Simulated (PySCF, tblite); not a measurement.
# C7H9FOSi: geometry, infrared bands and NMR shifts

What infrared bands and NMR shifts should C7H9FOSi (`C#C[Si@@](F)(C#CC)OCC`) show?

The runs use tblite 0.8.0 and PySCF 2.14.0, with density-fitted response routines of our own; the level of theory stands in each step. All values are computed, except where a source is named. Atoms are numbered from 0 throughout.

### 1 The molecule as given

19 atoms, charge 0, multiplicity 1; geometry from: force field or distance geometry start.

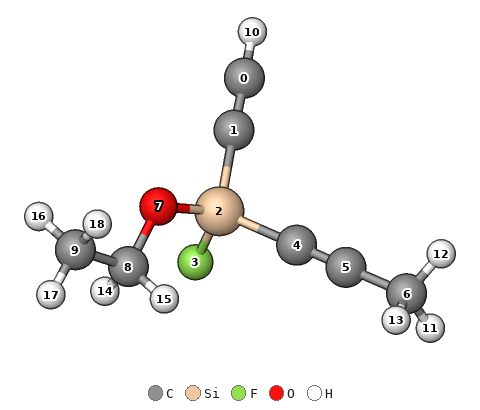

As it starts; carbon grey, silicon light orange, fluorine green, oxygen red, hydrogen white, atoms numbered.

### 2 Relaxing the molecule with GFN2-xTB

Job settings and geometry (Å):

```
{"job": {"kind": "relax", "xc": "GFN2-xTB", "basis": "xTB"}, "charge": 0, "multiplicity": 1}
C      0.850400     3.903400     0.666200
C      0.532500     2.835700     0.215400
Si     0.067700     1.145700    -0.462400
F     -0.254800     1.348600    -2.039400
C      1.480500    -0.078000    -0.322600
C      2.382600    -0.861900    -0.245400
C      3.493500    -1.811300    -0.140800
O     -1.329600     0.563100     0.242600
C     -2.028800    -0.485500    -0.432500
C     -3.247700    -0.860300     0.407900
H      1.107600     4.858800     1.056600
H      4.062900    -1.852500    -1.066200
H      4.168600    -1.530900     0.681600
H      3.123200    -2.822600     0.066900
H     -2.374900    -0.135300    -1.419100
H     -1.395100    -1.363000    -0.542500
H     -3.897400     0.010000     0.549600
H     -3.816400    -1.664600    -0.075600
H     -2.934700    -1.190200     1.405300
```

Command:

```sh
$ OMP_NUM_THREADS=1 python probes_run.py task.json out
```

This one command runs all jobs of the session in turn.

Output:

```text
step      E/eV     max force
  0    -818.02171    1.527
  1    -818.03022    3.313
  2    -818.10303    0.425
  3    -818.11688    0.578
  4    -818.12390    1.429
  5    -818.13707    0.230
  6    -818.14165    0.290
  7    -818.15090    0.353
  8    -818.15469    0.194
  9    -818.15853    0.118
 10    -818.16105    0.148
 11    -818.16334    0.151
 12    -818.16510    0.096
 13    -818.16658    0.083
 14    -818.16771    0.089
 15    -818.16870    0.108
 16    -818.16984    0.117
 17    -818.17152    0.104
 18    -818.17392    0.143
 19    -818.17665    0.141
 20    -818.17893    0.113
 21    -818.18064    0.096
 22    -818.18242    0.122
 23    -818.18461    0.170
 24    -818.18670    0.145
 25    -818.18827    0.095
 26    -818.18951    0.094
 27    -818.19080    0.098
 28    -818.19217    0.095
 29    -818.19329    0.072
 30    -818.19410    0.060
 31    -818.19491    0.100
 32    -818.19600    0.125
 33    -818.19729    0.114
 34    -818.19854    0.087
 35    -818.19967    0.089
 36    -818.20085    0.111
 37    -818.20250    0.111
 38    -818.20437    0.104
 39    -818.20567    0.067
 40    -818.20647    0.059
 41    -818.20706    0.059
 42    -818.20754    0.057
 43    -818.20803    0.072
 44    -818.20850    0.044
 45    -818.20902    0.045
 46    -818.20944    0.050
 47    -818.20996    0.064
 48    -818.21030    0.050
 49    -818.21050    0.028
 50    -818.21063    0.024
 51    -818.21074    0.019
 52    -818.21084    0.022
 53    -818.21093    0.028
 54    -818.21100    0.031
 55    -818.21109    0.029
 56    -818.21119    0.021
 57    -818.21129    0.026
 58    -818.21136    0.021
 59    -818.21143    0.019
 60    -818.21151    0.020
 61    -818.21162    0.027
 62    -818.21174    0.028
 63    -818.21183    0.023
 64    -818.21188    0.021
 65    -818.21192    0.018
 66    -818.21196    0.017
 67    -818.21202    0.020
 68    -818.21208    0.023
 69    -818.21211    0.015
 70    -818.21213    0.008
```

Run time: 0.52 s. Hardware: 1 thread of Arm Neoverse V2, shared host; peak memory 0.18 GiB.

The steps of the relaxation: (not every step is listed)

```
step  energy from step 0 (eV)  largest force (eV/Å)
   0                   0.0000                1.5274
   1                  -0.0085                3.3126
   2                  -0.0813                0.4249
   3                  -0.0952                0.5776
   4                  -0.1022                1.4288
   5                  -0.1154                0.2298
   6                  -0.1199                0.2898
   7                  -0.1292                0.3531
   8                  -0.1330                0.1936
  13                  -0.1449                0.0830
  18                  -0.1522                0.1425
  23                  -0.1629                0.1703
  28                  -0.1705                0.0950
  33                  -0.1756                0.1141
  38                  -0.1827                0.1039
  43                  -0.1863                0.0718
  48                  -0.1886                0.0497
  53                  -0.1892                0.0279
  58                  -0.1897                0.0212
  63                  -0.1901                0.0229
  65                  -0.1902                0.0181
  66                  -0.1902                0.0170
  67                  -0.1903                0.0201
  68                  -0.1904                0.0228
  69                  -0.1904                0.0153
  70                  -0.1904                0.0079
```

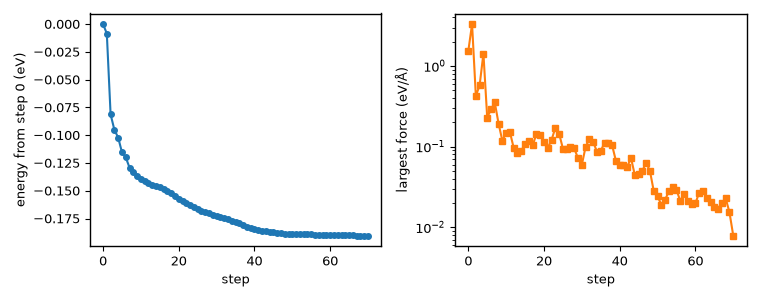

Energy and force, step by step.

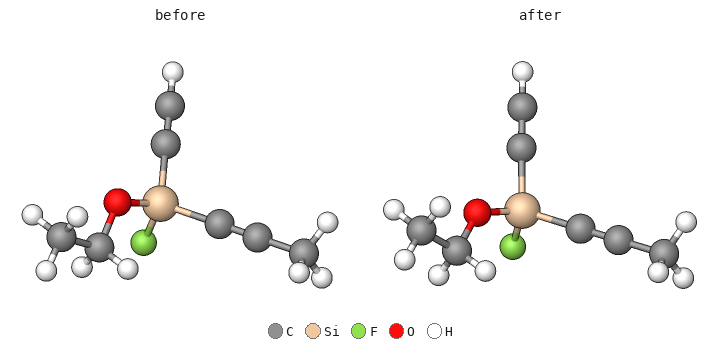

Before and after, at one scale.

Close pairs (by a distance rule), those that changed most:

| bond | before (Å) | after (Å) | change (Å) |
| --- | --- | --- | --- |
| Si2–O7 | 1.670 | 1.610 | -0.060 |
| C1–Si2 | 1.879 | 1.843 | -0.036 |
| Si2–C4 | 1.874 | 1.844 | -0.030 |
| O7–C8 | 1.430 | 1.402 | -0.028 |
| C5–C6 | 1.465 | 1.444 | -0.021 |
| C0–H10 | 1.064 | 1.052 | -0.012 |
| C9–H17 | 1.097 | 1.087 | -0.011 |
| C6–H12 | 1.100 | 1.090 | -0.011 |

The end geometry stands in the next job.

### 3 Infrared spectrum with GFN2-xTB

Job settings and geometry (Å):

```
{"job": {"kind": "ir", "xc": "GFN2-xTB", "basis": "xTB"}, "charge": 0, "multiplicity": 1}
C      0.605940     3.717018     0.826132
C      0.398807     2.683042     0.252424
Si     0.147502     1.102382    -0.661372
F      0.058259     1.412149    -2.249538
C      1.536107    -0.094455    -0.458787
C      2.438456    -0.878160    -0.306118
C      3.521683    -1.816389    -0.129226
O     -1.282264     0.581393    -0.134119
C     -2.074407    -0.518427    -0.492924
C     -3.193372    -0.686308     0.522443
H      0.770703     4.623414     1.333901
H      4.120033    -1.870647    -1.038260
H      4.158532    -1.493902     0.694066
H      3.125599    -2.806530     0.095727
H     -2.489717    -0.347734    -1.493568
H     -1.455349    -1.422997    -0.529636
H     -3.789759     0.220962     0.570866
H     -3.831854    -1.517744     0.236489
H     -2.774703    -0.877814     1.507112
```

Output:

```text
mode    cm-1     km/mol
  1     -29.3      0.06
  2      12.4      0.42
  3      44.1      1.00
  4      57.8      1.51
  5      66.3      0.90
  6      89.0      0.14
  7     127.0      3.33
  8     165.3      7.69
  9     203.2      1.42
 10     227.8     12.38
 11     241.0      3.96
 12     271.8     26.38
 13     291.2     43.44
 14     299.1     25.33
 15     326.7      4.72
 16     335.3     19.70
 17     378.7     23.98
 18     527.4     36.93
 19     677.1      9.62
 20     679.4     17.10
 21     715.0    246.41
 22     776.3    132.33
 23     809.4    246.18
 24     827.3     10.59
 25    1010.8     68.70
 26    1013.8      6.86
 27    1016.4      4.58
 28    1096.7     22.77
 29    1113.2     14.42
 30    1143.2      9.64
 31    1167.3    383.83
 32    1266.4      0.26
 33    1348.3      8.74
 34    1382.4      3.10
 35    1400.4      9.03
 36    1446.7      6.74
 37    1447.9      7.19
 38    1475.9      3.01
 39    1484.4      0.59
 40    1494.4      2.93
 41    2228.3     50.42
 42    2333.0    266.11
 43    2897.2     50.27
 44    2920.6     53.86
 45    3004.4     18.89
 46    3006.5     16.28
 47    3012.7     22.63
 48    3044.2     24.17
 49    3045.7     30.58
 50    3050.1     22.43
 51    3361.2      1.57
```

Wall time 0.74 s (1 thread of Arm Neoverse V2, shared host); peak memory 0.18 GiB.

Which atoms move in the most intense modes:

| cm⁻¹ | km/mol | atoms |
| --- | --- | --- |
| 715 | 246.4 | Si2 47 %, C0 15 % |
| 776 | 132.3 | Si2 39 %, O7 13 %, C8 13 % |
| 809 | 246.2 | Si2 42 %, F3 33 % |
| 1011 | 68.7 | H17 28 %, C9 23 %, O7 19 % |
| 1167 | 383.8 | O7 49 %, C8 34 % |
| 2228 | 50.4 | C1 57 %, C0 34 % |
| 2333 | 266.1 | C5 53 %, C4 46 % |
| 2921 | 53.9 | H14 53 %, H15 43 % |

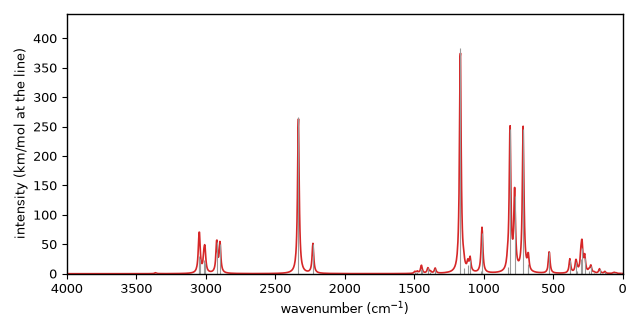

The infrared spectrum from these modes, unscaled. Lines are broadened to a width of 14 cm⁻¹ (Lorentzian).

### 4 Nuclear shieldings: PBE0/pcSseg-1

Same as in step 3 but for these lines:

```diff
@@ -1,2 +1,2 @@
-{"job": {"kind": "ir", "xc": "GFN2-xTB", "basis": "xTB"}, "charge": 0, "multiplicity": 1}
+{"job": {"kind": "nmr", "xc": "PBE0", "basis": "pcSseg-1"}, "charge": 0, "multiplicity": 1}
 C      0.605940     3.717018     0.826132
```

Method: GIAO PBE0/pcSseg-1 NMR shielding, non-relativistic, gas phase.

Output:

```text
coarse grid: 16984 points
cycle   1  E = -735.7963797665  dE =  1.248e+00  |g| = 9.090e-01  |ddm| = 4.376e+00
cycle   2  E = -735.6799377259  dE =  1.164e-01  |g| = 1.243e+00  |ddm| = 1.643e+00
cycle   3  E = -735.9485407341  dE = -2.686e-01  |g| = 1.744e-01  |ddm| = 1.024e+00
cycle   4  E = -735.9544021657  dE = -5.861e-03  |g| = 6.943e-02  |ddm| = 1.826e-01
cycle   5  E = -735.9551849474  dE = -7.828e-04  |g| = 4.027e-02  |ddm| = 6.875e-02
cycle   6  E = -735.9555734471  dE = -3.885e-04  |g| = 5.897e-03  |ddm| = 3.049e-02
cycle   7  E = -735.9555789736  dE = -5.527e-06  |g| = 2.521e-03  |ddm| = 5.451e-03
final grid: 161544 points
cycle   8  E = -736.0331864281  dE = -3.221e-05  |g| = 1.285e-02  |ddm| = 4.547e-02
cycle   9  E = -736.0331546038  dE =  3.182e-05  |g| = 1.878e-02  |ddm| = 2.034e-02
cycle  10  E = -736.0332169408  dE = -6.234e-05  |g| = 1.808e-03  |ddm| = 1.265e-02
cycle  11  E = -736.0332176372  dE = -6.964e-07  |g| = 2.709e-04  |ddm| = 1.504e-03
cycle  12  E = -736.0332176427  dE = -5.476e-09  |g| = 2.257e-04  |ddm| = 3.682e-04
cycle  13  E = -736.0332176550  dE = -1.230e-08  |g| = 5.022e-05  |ddm| = 1.805e-04
cycle  14  E = -736.0332176555  dE = -5.252e-10  |g| = 1.567e-05  |ddm| = 4.753e-05
converged SCF energy = -736.0332176555

GIAO shielding tensors (ppm)
atom      isotropic    diamagn.    paramagn.     s11        s22        s33       span
  0 C       90.269     260.620    -170.351      4.669      7.502    258.637    253.968
  1 C       99.382     261.321    -161.939      2.838      5.539    289.770    286.931
  2 Si     426.565     881.923    -455.358    414.096    417.551    448.048     33.952
  3 F      309.876     469.103    -159.227    262.028    303.302    364.300    102.272
  4 C      105.125     262.126    -157.001     17.892     25.992    271.491    253.599
  5 C       77.475     274.281    -196.806    -23.444    -15.410    271.278    294.721
  6 C      181.470     251.937     -70.467    172.649    173.155    198.606     25.957
  7 O      258.009     401.714    -143.705    193.540    269.915    310.572    117.032
  8 C      125.172     243.707    -118.535     95.530    111.766    168.219     72.689
  9 C      166.606     246.906     -80.300    148.728    165.151    185.939     37.211
 10 H       30.102      33.341      -3.239     24.767     24.901     40.639     15.872
 11 H       29.621      25.807       3.813     24.521     27.801     36.541     12.020
 12 H       29.643      27.539       2.104     24.576     27.957     36.396     11.820
 13 H       29.686      30.215      -0.529     24.530     28.137     36.390     11.860
 14 H       27.511      29.494      -1.983     21.835     27.930     32.769     10.933
 15 H       27.569      32.873      -5.305     21.928     29.100     31.679      9.751
 16 H       30.118      28.332       1.786     26.286     28.536     35.533      9.247
 17 H       30.754      27.226       3.528     26.759     27.615     37.886     11.127
 18 H       30.239      30.715      -0.476     26.464     29.049     35.204      8.740
```

Run time: 57 s. Hardware: 1 thread of Arm Neoverse V2, shared host; peak memory 1.1 GiB.

The references, computed at this level on geometries of the same kind, shield at (ppm): 1H TMS 31.72, 13C TMS 186.9, 29Si TMS 349.2, 19F CFCl3 170.9, 17O H2O 336.1. Their shielding less the atom's gives the shift. The references are single molecules in the gas phase, so shifts against H2O, NH3, PH3, H3PO4 or CFCl3 are not on the usual liquid scales and can be off by tens of ppm. Atoms listed in one row are averaged.

```
        atoms                              environment  σ (ppm)  δ (ppm)  δ scaled to CDCl3
           C5                            alkyne carbon     77.5    109.5              104.9
           C0                   terminal alkyne carbon     90.3     96.7               92.4
           C1                            alkyne carbon     99.4     87.5               83.5
           C4                            alkyne carbon    105.1     81.8               77.9
           C8                      sp3 CH2 bonded to O    125.2     61.8               58.4
           C9                            methyl carbon    166.6     20.3               17.9
           C6                propargylic methyl carbon    181.5      5.5                3.4
          H14       hydrogen on an sp3 CH2 bonded to O    27.51     4.21               4.07
          H15       hydrogen on an sp3 CH2 bonded to O    27.57     4.15               4.02
H11, H12, H13  hydrogen on a propargylic methyl carbon    29.65     2.07               2.05
          H10     hydrogen on a terminal alkyne carbon    30.10     1.61               1.63
H16, H17, H18              hydrogen on a methyl carbon    30.37     1.35               1.37
          Si2              silicon bonded to 2 C, F, O    426.6    -77.4                  –
           F3                    fluorine bonded to Si    309.9   -138.9                  –
           O7                   oxygen bonded to C, Si    258.0     78.1                  –
```

The scaled column applies a straight-line fit of computed shieldings to shifts measured in CDCl3, and one for carbons that bear F (root-mean-square error 0.16 ppm for H, 1.9 ppm for C).

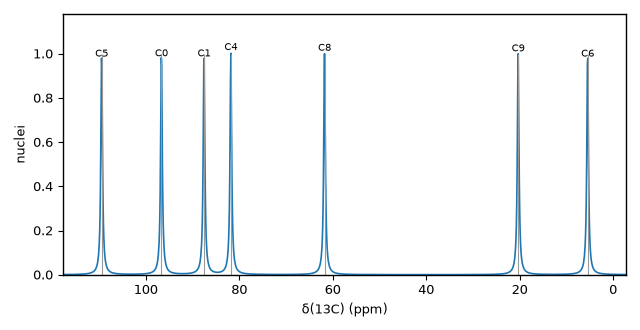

13C lines at the computed shifts, without couplings. Lines are broadened to a width of 0.42 ppm (Lorentzian).

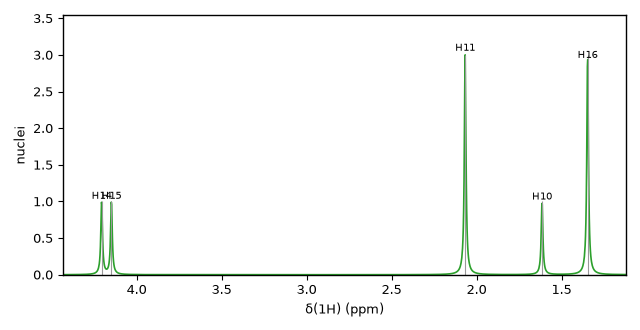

1H lines at the computed shifts, without couplings. Lines are broadened to a width of 0.01 ppm (Lorentzian).

The run also stored atomic charges by several schemes (e):

```
atoms  Mulliken    IAO  Hirshfeld  ESP fit
   C0     -0.16  -0.17      -0.07    -0.23
   C1     -0.18  -0.35      -0.15    -0.33
  Si2      1.21   1.52       0.51     1.23
   F3     -0.41  -0.53      -0.21    -0.37
   C4     -0.46  -0.42      -0.19    -0.69
   C5     -0.09   0.03      -0.01     0.38
   C6     -0.16  -0.44      -0.09    -0.58
   O7     -0.62  -0.63      -0.21    -0.58
   C8      0.04  -0.04       0.02     0.45
   C9     -0.28  -0.42      -0.12    -0.39
```

Mulliken charges:

C0 -0.16; C1 -0.18; Si2 1.21; F3 -0.41; C4 -0.46; C5 -0.09; C6 -0.16; O7 -0.62; C8 0.04; C9 -0.28; H10 0.07; H11 0.16; H12 0.16; H13 0.16; H14 0.12; H15 0.11; H16 0.12; H17 0.11; H18 0.12

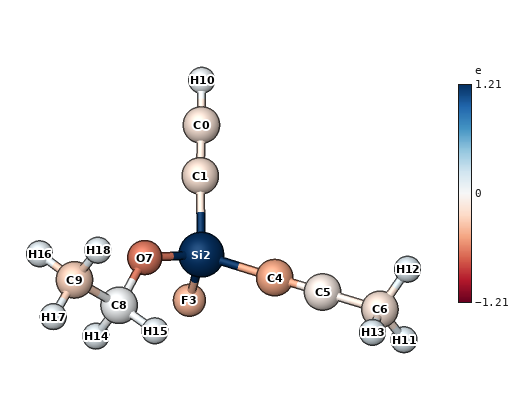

Mulliken charges, as colours on the atoms.

Mayer bond orders: C0–C1 2.55, C1–Si2 0.90, Si2–F3 0.97, Si2–C4 0.97, C4–C5 2.52, C5–C6 1.18, Si2–O7 1.08, O7–C8 0.86, C8–C9 1.07.

Orbitals, density, ELF and potential are computed afterwards from the orbital file.

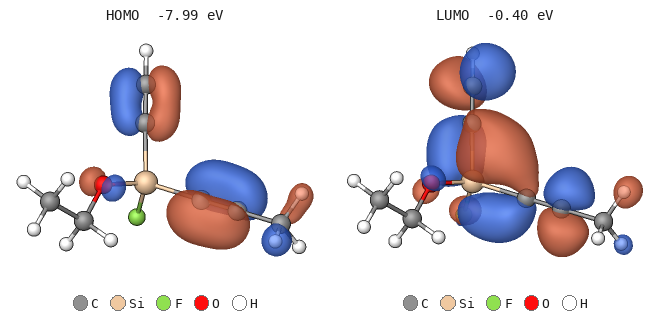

PBE0/pcSseg-1 orbitals near the gap, drawn at the value that encloses 70 % of each; the two colours are the two signs.

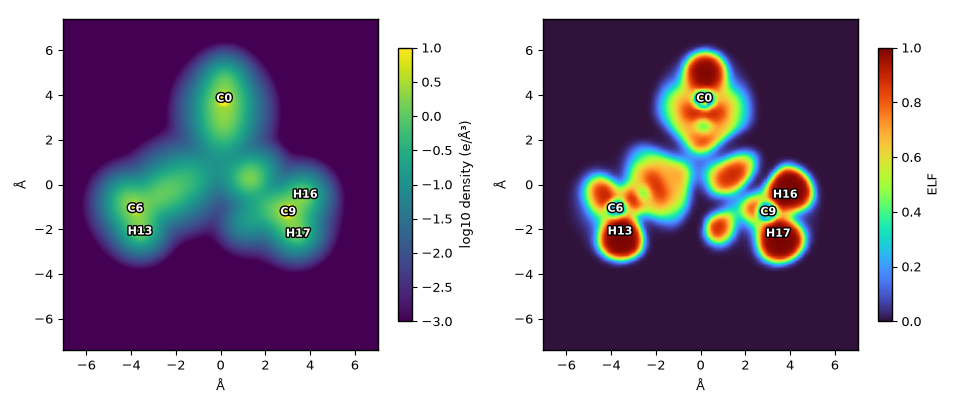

Density (left) and ELF (right) in a plane through or near 6 of the atoms.

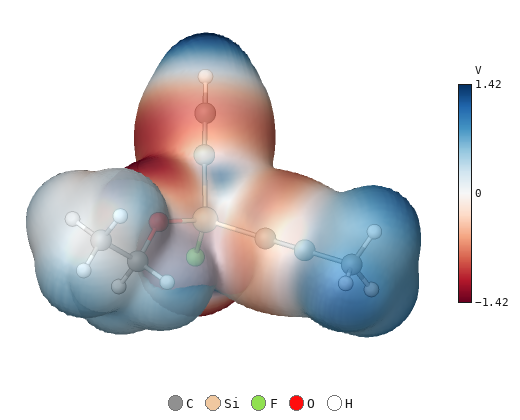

The potential that a unit positive charge feels on the 0.002 e/bohr³ surface, from -1.27 V near O7 to 1.42 V near H10.

### 5 What came out

```
                                                              quantity                                         value
                             strongest single infrared mode (GFN2-xTB)                         1167 cm⁻¹, 384 km/mol
                                          zero-point energy (GFN2-xTB)                                 86.3 kcal/mol
                                13C shifts against TMS (PBE0/pcSseg-1)  109.5, 96.7, 87.5, 81.8, 61.8, 20.3, 5.5 ppm
1H shifts against TMS (PBE0/pcSseg-1, means over atoms taken as alike)              4.21, 4.15, 2.07, 1.61, 1.35 ppm
                               29Si shifts against TMS (PBE0/pcSseg-1)                                     -77.4 ppm
                              19F shifts against CFCl3 (PBE0/pcSseg-1)                                    -138.9 ppm
                                17O shifts against H2O (PBE0/pcSseg-1)                                      78.1 ppm
                                 surface potential, least and greatest                            -1.27 V and 1.42 V
```

Relaxing lowered the energy by 0.190 eV in 70 steps; the close pair that moved most is Si2–O7, from 1.670 to 1.610 Å. The lowest mode is imaginary (29i cm⁻¹), so the xTB geometry is not a minimum. The strongest single mode, at 1167 cm⁻¹, moves mainly O7 and C8. GFN2-xTB is a fitted tight-binding method: band positions and strengths are rough. Its intensities can rank the bands wrongly. At PBE0/pcSseg-1, counted by nearest atom on the grid, the HOMO lies on C4, C5 about 32 % each; C0, C1 about 10 % each, the LUMO on C0, C1, C5 about 16 % each; Si2 15 %.
